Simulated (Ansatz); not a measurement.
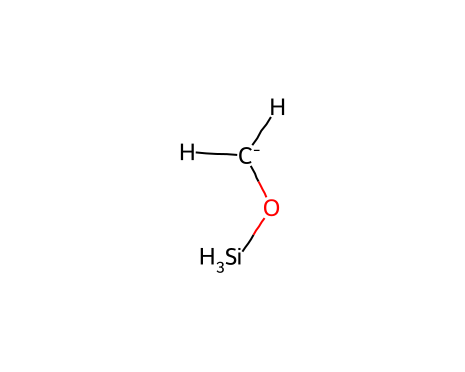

The drawing above gives the connectivity. The species has charge −1 and is a spin singlet. The geometry was computed by an optimisation with PBE0-D4/def2-TZVPD. No frequency run is at hand to confirm it as a minimum.

What does the molecule look like in three dimensions?

It has 8 atoms: 1 carbon, 5 hydrogen, 1 oxygen and 1 silicon (CH₅OSi⁻). SMILES: `[CH2-]O[SiH3]`. It has no ring. Among its groups: Si–H bond, Si–O bond. This geometry has Cs symmetry. Coordination: 1 C trigonal pyramidal; 1 O bent; 1 Si tetrahedral.

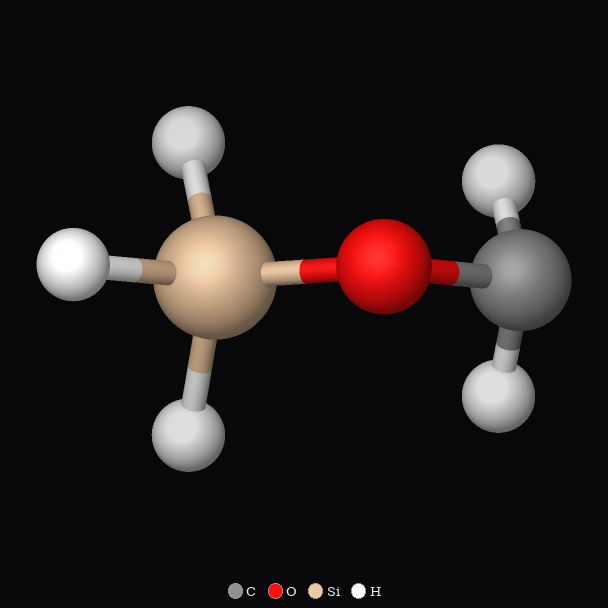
